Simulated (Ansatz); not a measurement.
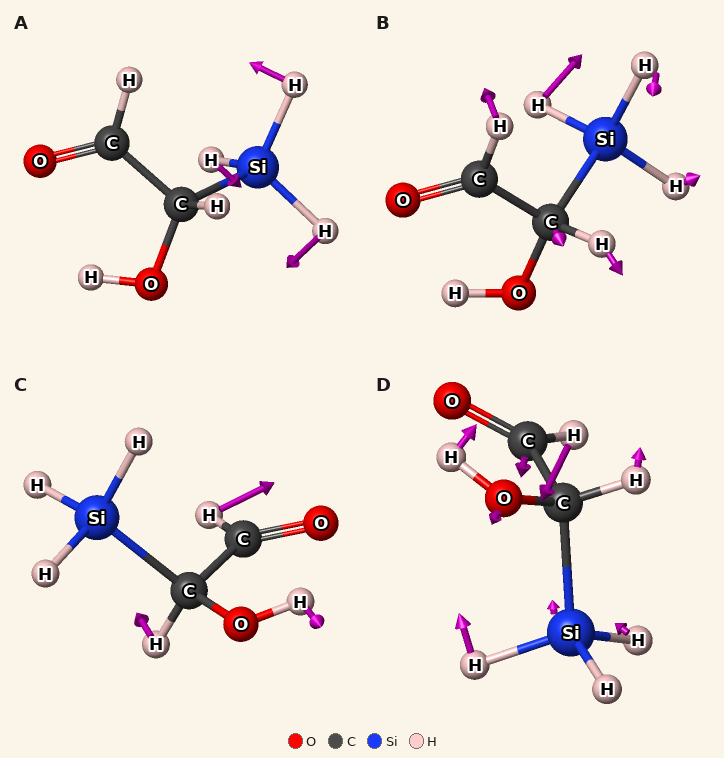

4 normal modes of one molecule or complex, as arrows. Harmonic vibrations computed with RKS PBE0-D4/def2-TZVP (Ansatz 0.2.0) at a stationary point of the same level.

### Match the panels to the wavenumbers 335 cm⁻¹, 715 cm⁻¹, 943 cm⁻¹, 1371 cm⁻¹.

A: 943 cm⁻¹, H–Si–H bending
B: 715 cm⁻¹
C: 1371 cm⁻¹, angle bending
D: 335 cm⁻¹
